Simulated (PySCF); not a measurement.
CHNO (cyanic acid)

Input

```
{"job": {"kind": "sp", "xc": "PBE0", "basis": "ma-def2-TZVP", "d3": "d3bj", "grid": 2}, "charge": 0, "multiplicity": 1}
N      1.588753    -0.272393     0.001938
C      0.451407    -0.048060    -0.033994
O     -0.808782     0.214317    -0.004483
H     -1.208150     0.115587    -0.880743
```

Launched as:

```sh
OMP_NUM_THREADS=1 python redox_run.py task.json out
```

Geometry: PBE0-D3(BJ)/ma-def2-SVP.

The calculation used DFT single point, gas phase, functional PBE0 (PySCF 2.14.0, density-fitted response routines).

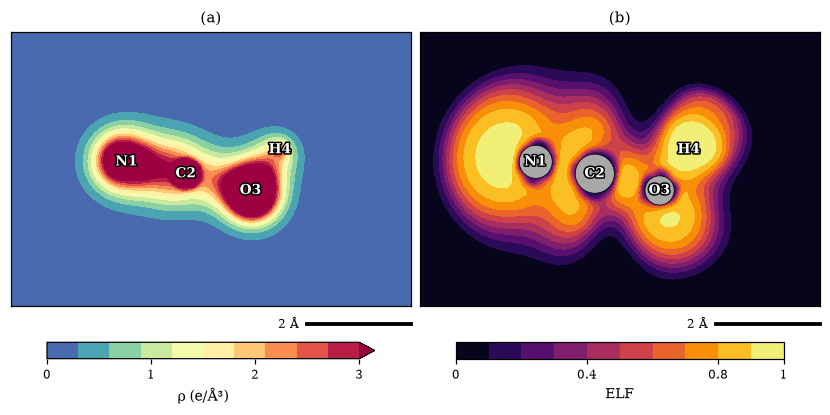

Figure 1. (a) electron density; (b) ELF on the molecular plane. Grey discs cover the atomic cores in the ELF map.

> Read the bonding off the picture.

The plane passes through N, C, O and H nuclei.
C–N (1.16 Å): ρ is about 3.5 e/Å³ halfway; the ELF peaks at about 0.85 between the atoms (a short, multiple covalent bond).
C–O (1.29 Å): ρ at the midpoint is about 2.7 e/Å³; the ELF peaks at about 0.90 between the atoms: a short, strongly polar bond.
O–H (0.97 Å): ρ is about 3.8 e/Å³ halfway; the ELF climbs to about 1 towards the hydrogen, as it does in any bond to H; an ordinary covalent bond to hydrogen.
The ELF also peaks beside O3 and N1, away from the bonds: lone-pair regions.

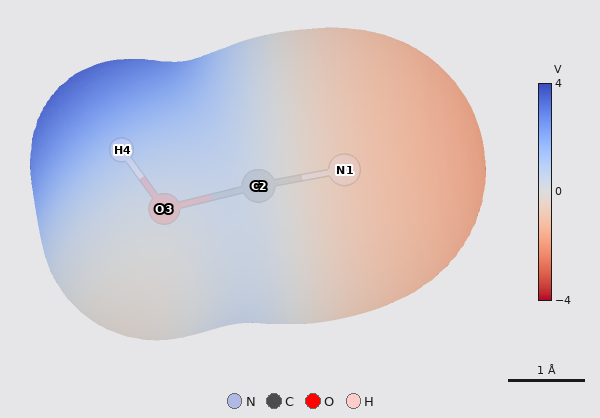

Figure 2. The electrostatic potential painted on the density surface at 0.001 e/bohr³, seen at a tilt; the colour scale runs from red (negative) to blue (positive).

> Where is the surface potential most negative and most positive?

The most negative region (about −1.6 V) lies over N1, the most positive (about +3.4 V) over H4. N1 is the likeliest acceptor of a hydrogen bond.

> What dipole moment does the calculation give?

Its dipole moment is 4.06 D.
